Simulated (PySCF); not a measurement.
**CH7FN2Si (SMILES CN[SiH](N)F) at 4 levels**

We compute a comparison of 4 runs (HF/STO-3G, HF/def2-SVP, M06-2X/3-21G, B3LYP/6-31G*) of CH7FN2Si. Input form: a Python script.

The results are computed with PySCF 2.14.0.

## 1. Starting point

CH7FN2Si has 12 atoms, charge 0, and is taken as a singlet. As SMILES, `CN[SiH](N)F`. Geometry: relaxed at PBE0-D4/def2-TZVP. This is one conformer, not always the lowest.

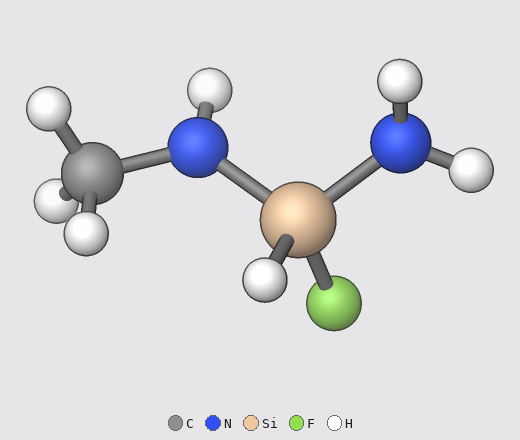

Viewed from a chosen angle; carbon grey, nitrogen blue, silicon light orange, fluorine green, hydrogen white.

## 2. Energy and forces at HF/STO-3G (run 1)

File mol.xyz:

```xyz
12
CH7FN2Si
C     -1.430400     1.177200     0.532100
N     -0.091000     0.691400     0.282100
Si     0.310200    -0.719100    -0.562400
N      1.879200    -1.180900    -0.098300
F      0.415400    -0.589200    -2.158800
H     -1.539700     1.534700     1.560600
H     -2.144700     0.362300     0.394500
H     -1.722800     1.987900    -0.144800
H      0.632600     1.378300     0.426400
H     -0.815000    -1.661300    -0.348100
H      2.459600    -1.721600    -0.717100
H      2.123500    -1.315000     0.867800
```

File job.py:

```python
from pyscf import gto

molecule = gto.Mole()
molecule.atom = 'mol.xyz'
molecule.charge = 0
molecule.verbose = 4
molecule.basis = 'sto-3g'
molecule.max_memory = 1860
molecule.build()

mf = molecule.RHF()
mf.conv_tol = 1e-10
mf.kernel()
if not mf.converged:
    mf = mf.newton().run(mf.mo_coeff, mf.mo_occ)

e_tot = mf.e_tot
print('E(%s) = %.9f' % ('HF', e_tot))
grad = mf.nuc_grad_method().kernel()
dip = mf.dip_moment()
pop, q = mf.mulliken_pop()
```

Command:

```sh
OMP_NUM_THREADS=1 python job.py
```

Log:

```text
PySCF version 2.14.0

[... 66 lines left out ...]
converged SCF energy = -532.654031171223
[... 12 lines left out ...]
Dipole moment(X, Y, Z, Debye):  0.15237, -0.37392,  1.11796
[... 49 lines left out ...]
charge of   11H =      0.15686
```

Run time: 1.8 s. Hardware: 1 thread of Arm Neoverse V2, shared host; peak memory 0.12 GiB.

## 3. Energy and forces at HF/def2-SVP (run 2)

File input.py:

```python
from pyscf import gto

mol = gto.M(
    atom=[
    ('C', (-1.430400, 1.177200, 0.532100)),
    ('N', (-0.091000, 0.691400, 0.282100)),
    ('Si', (0.310200, -0.719100, -0.562400)),
    ('N', (1.879200, -1.180900, -0.098300)),
    ('F', (0.415400, -0.589200, -2.158800)),
    ('H', (-1.539700, 1.534700, 1.560600)),
    ('H', (-2.144700, 0.362300, 0.394500)),
    ('H', (-1.722800, 1.987900, -0.144800)),
    ('H', (0.632600, 1.378300, 0.426400)),
    ('H', (-0.815000, -1.661300, -0.348100)),
    ('H', (2.459600, -1.721600, -0.717100)),
    ('H', (2.123500, -1.315000, 0.867800)),
],
    basis='def2-svp',
    max_memory=1860,
    verbose=3,
)

myscf = mol.RHF()
myscf.conv_tol = 1e-10
myscf.kernel()
if not myscf.converged:
    myscf = myscf.newton().run(myscf.mo_coeff, myscf.mo_occ)

etot = myscf.e_tot
print('E(%s) = %.9f' % ('HF', etot))
grad = myscf.nuc_grad_method().kernel()
myscf.analyze()
```

Command:

```sh
OMP_NUM_THREADS=1 python input.py
```

Log:

```text
converged SCF energy = -539.052109339095
[... 14 lines left out ...]
MO #5   energy= -11.2599076607943  occ= 2
[... 12 lines left out ...]
MO #18  energy= -0.643569245106822 occ= 2
[... 12 lines left out ...]
MO #31  energy= 0.256499915167609  occ= 0
[... 12 lines left out ...]
MO #44  energy= 0.720915227554496  occ= 0
[... 12 lines left out ...]
MO #57  energy= 1.11528162604296   occ= 0
[... 12 lines left out ...]
MO #70  energy= 1.73339684306034   occ= 0
[... 12 lines left out ...]
MO #83  energy= 2.23904757214682   occ= 0
[... 12 lines left out ...]
MO #96  energy= 3.0040997678136    occ= 0
[... 12 lines left out ...]
MO #109 energy= 3.99040780159308   occ= 0
[... 13 lines left out ...]
Dipole moment(X, Y, Z, Debye):  0.55839,  0.22511,  2.21796
```

Run time: 8.4 s. Hardware: 1 thread of Arm Neoverse V2, shared host; peak memory 0.25 GiB.

## 4. Energy and forces at M06-2X/3-21G (run 3)

File start.xyz:

```xyz
12

C     -1.430400     1.177200     0.532100
N     -0.091000     0.691400     0.282100
Si     0.310200    -0.719100    -0.562400
N      1.879200    -1.180900    -0.098300
F      0.415400    -0.589200    -2.158800
H     -1.539700     1.534700     1.560600
H     -2.144700     0.362300     0.394500
H     -1.722800     1.987900    -0.144800
H      0.632600     1.378300     0.426400
H     -0.815000    -1.661300    -0.348100
H      2.459600    -1.721600    -0.717100
H      2.123500    -1.315000     0.867800
```

File calc.py:

```python
import pyscf.grad
from pyscf import gto, dft

mol = gto.Mole()
mol.atom = 'start.xyz'
mol.charge = 0
mol.max_memory = 1860
mol.verbose = 4
mol.basis = '3-21g'
mol.build()

mf = dft.RKS(mol, xc='m06-2x')
mf.grids.level = 5
mf.conv_tol = 1e-10
mf.kernel()
if not mf.converged:
    mf = mf.newton().run(mf.mo_coeff, mf.mo_occ)

e_tot = mf.e_tot
print('E(%s) = %.9f' % ('M06-2X', e_tot))
grad = mf.Gradients().kernel()
mf.analyze()
```

Command:

```sh
OMP_NUM_THREADS=1 python calc.py
```

Log:

```text
PySCF version 2.14.0

[... 103 lines left out ...]
DFT Exchange-Correlation Energy =      -53.178281989337393
[... 10 lines left out ...]
MO #9   energy= -3.87925552612346  occ= 2
[... 8 lines left out ...]
MO #18  energy= -0.506819393171657 occ= 2
[... 8 lines left out ...]
MO #27  energy= 0.146856596576401  occ= 0
[... 8 lines left out ...]
MO #36  energy= 0.31106804988855   occ= 0
[... 8 lines left out ...]
MO #45  energy= 1.04035615804518   occ= 0
[... 8 lines left out ...]
MO #54  energy= 1.3864402464367    occ= 0
[... 8 lines left out ...]
MO #63  energy= 3.47974585635719   occ= 0
[... 78 lines left out ...]
Dipole moment(X, Y, Z, Debye):  0.46459,  0.04580,  2.22533
```

It took 38 s on 1 thread of Arm Neoverse V2, shared host; peak memory 0.64 GiB.

## 5. Energy and gradient at B3LYP/6-31G(d) (Cartesian functions) (run 4)

File job.py:

```python
# CN[SiH](N)F
import pyscf.grad
from pyscf import gto, dft

mol = gto.Mole()
mol.atom = '''
C     -2.703064     2.224586     1.005523
N     -0.171965     1.306557     0.533092
Si     0.586193    -1.358902    -1.062782
N      3.551173    -2.231578    -0.185760
F      0.784992    -1.113427    -4.079541
H     -2.909611     2.900163     2.949107
H     -4.052896     0.684648     0.745497
H     -3.255620     3.756587    -0.273632
H      1.195441     2.604610     0.805779
H     -1.540127    -3.139402    -0.657814
H      4.647970    -3.253352    -1.355123
H      4.012833    -2.484990     1.639904
'''
mol.max_memory = 1860
mol.cart = True
mol.basis = '6-31g*'
mol.charge = 0
mol.unit = 'bohr'
mol.verbose = 4
mol.build()

mf = dft.RKS(mol)
mf.xc = 'b3lyp'
mf.grids.level = 5
mf.conv_tol = 1e-10
mf.kernel()
if not mf.converged:
    mf = mf.newton().run(mf.mo_coeff, mf.mo_occ)

e_final = mf.e_tot
print('Final energy', e_final)
grad = mf.Gradients().kernel()
mf.analyze()
```

Command:

```sh
OMP_NUM_THREADS=1 python job.py
```

Log:

```text
PySCF version 2.14.0

[... 100 lines left out ...]
One-electron Energy =                -1250.768221576353881
[... 13 lines left out ...]
MO #9   energy= -3.6600457017761   occ= 2
[... 11 lines left out ...]
MO #21  energy= -0.39031498149051  occ= 2
[... 11 lines left out ...]
MO #33  energy= 0.183519916915007  occ= 0
[... 11 lines left out ...]
MO #45  energy= 0.653041581087826  occ= 0
[... 11 lines left out ...]
MO #57  energy= 0.99279182826582   occ= 0
[... 11 lines left out ...]
MO #69  energy= 1.67302966391172   occ= 0
[... 11 lines left out ...]
MO #81  energy= 2.24248462072169   occ= 0
[... 11 lines left out ...]
MO #93  energy= 4.25084488926778   occ= 0
[... 108 lines left out ...]
Dipole moment(X, Y, Z, Debye):  0.67566,  0.26546,  1.98070
```

It took 40 s on 1 thread of Arm Neoverse V2, shared host; peak memory 0.92 GiB.

## 6. The series

| run | level | integration grid | Cartesian functions | energy (Eh) | dipole moment (D) | HOMO energy (eV) | LUMO energy (eV) | wall time |
| --- | --- | --- | --- | --- | --- | --- | --- | --- |
| 1 | HF/STO-3G | – | no | -532.654031 | 1.19 | -7.89 | 13.39 | 1.8 s |
| 2 | HF/def2-SVP | – | no | -539.052109 | 2.30 | -10.57 | 4.87 | 8.4 s |
| 3 | M06-2X/3-21G | 5 | no | -538.212124 | 2.27 | -8.01 | 3.64 | 38 s |
| 4 | B3LYP/6-31G* (Cartesian functions) | 5 | yes | -541.268814 | 2.11 | -6.57 | 1.78 | 40 s |

## 7. Outcome

| quantity | value |
| --- | --- |
| run 4: total energy | -541.26881 Eh |
| run 4: dipole moment | 2.11 D |
| run 4: HOMO energy | -6.57 eV |
| run 4: LUMO energy | 1.78 eV |
| run 4: HOMO–LUMO gap | 8.36 eV |
| run 4: largest force on an atom | 0.592 eV/Å |

The dipole moment (its size) runs from 1.19 D (HF/STO-3G) to 2.30 D (HF/def2-SVP). The HOMO–LUMO gap runs from 8.36 eV (B3LYP/6-31G*) to 21.28 eV (HF/STO-3G). The two ends differ in method and basis. Totals of different functionals can't be ranked against each other. In run 1 the basis is minimal, so the values are rough. All runs together took 88 s, the longest 40 s.
